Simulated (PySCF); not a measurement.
Molecule: C4H8S2, SMILES CS/C=C\SC. Atoms near the plane z = 0.8 Å, at the GFN2-xTB optimised geometry (x, y, z in Å): C1 (2.1, 1.5, 0.1), S2 (3.0, -0.1, 0.0), C3 (1.8, -1.3, 0.0), C4 (0.5, -1.3, 0.0), S5 (-0.7, 0.0, 0.0), C6 (-2.2, -0.9, 0.1), H8 (1.5, 1.5, 1.0), H9 (2.8, 2.3, 0.1), H10 (2.3, -2.3, 0.0), H11 (0.0, -2.3, 0.0), H13 (-2.2, -1.5, 1.0), H14 (-3.0, -0.2, 0.1).

Level of theory: PySCF with PBE0/def2-TZVP. The values are rescaled to run from 0 to 1.

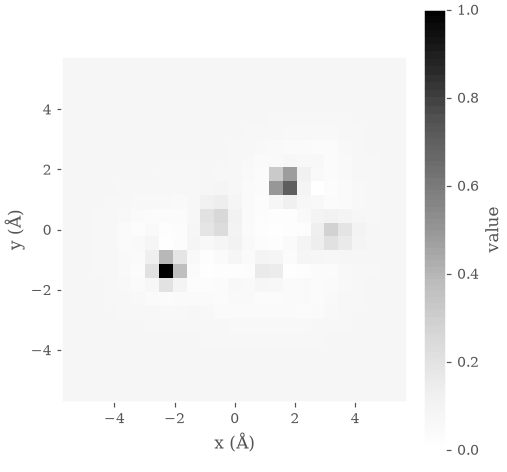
*a field on the plane z = 0.8 Å.*

Q: Which quantity is mapped?
A) log10 of the electron density
B) deformation density (molecule minus spherical neutral atoms)
C) Laplacian of the electron density
D) electrostatic potential

A: B, deformation density (molecule minus spherical neutral atoms). In full: deformation density (molecule minus spherical neutral atoms) (e/bohr³).
